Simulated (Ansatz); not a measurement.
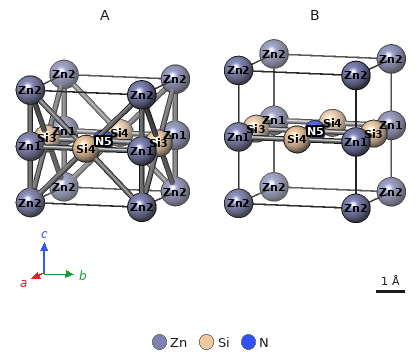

Two geometries of crystalline Zn2Si2N (a generated structure, set up in P4/mmm) (coarse preliminary run), drawn at one scale. One is the start of a relaxation, the other its converged end. The picture is a ball-and-stick view of the cell of the calculation, seen slightly off an axis.

Level of theory: Ansatz, DFT PBE, scalar-relativistic, plane waves, PAW. Settings: plane-wave cutoff 420 eV; k-point mesh 4 × 4 × 4; occupations gaussian; smearing width 0.1 eV; no spin polarisation; cell and atoms relaxed; force threshold 0.04 eV/Å; at most 70 steps.

Which one is relaxed?

Answer. Structure B is the relaxed one. After 8 accepted moves (10 points after the start) the energy has fallen by 1.288 eV per cell of the calculation. All forces vanish by symmetry, so only the cell relaxes. Pressure: 24.33 GPa at the start and −0.06 GPa at the end. The SCF was repeated twice at an unchanged geometry on a basis and grid sized afresh for the cell, which shifted the energy by 60.2 meV per cell of the calculation at most. No atom moves by more than 0.005 Å relative to the cell. Cell: a = b 4.237 → 4.463 Å (+5.3 %), c 4.134 → 4.888 Å (+18.2 %). Volume +31.2 %. Near-neighbour distances that change, for instance: Zn1–Zn2 2.067 → 2.444 Å, Zn2–Si3 2.960 → 3.310 Å, Zn1–Si3 2.119 → 2.232 Å, Si3–N5 2.119 → 2.232 Å. The space group stays P4/mmm (No. 123). The run took 17 s on 1 thread of Intel(R) Xeon(R) 6975P-C (Granite Rapids), with other jobs on the host, peak memory 0.44 GiB.

Limits of the set-up: the k-point mesh is coarse for a cell with partly filled bands.
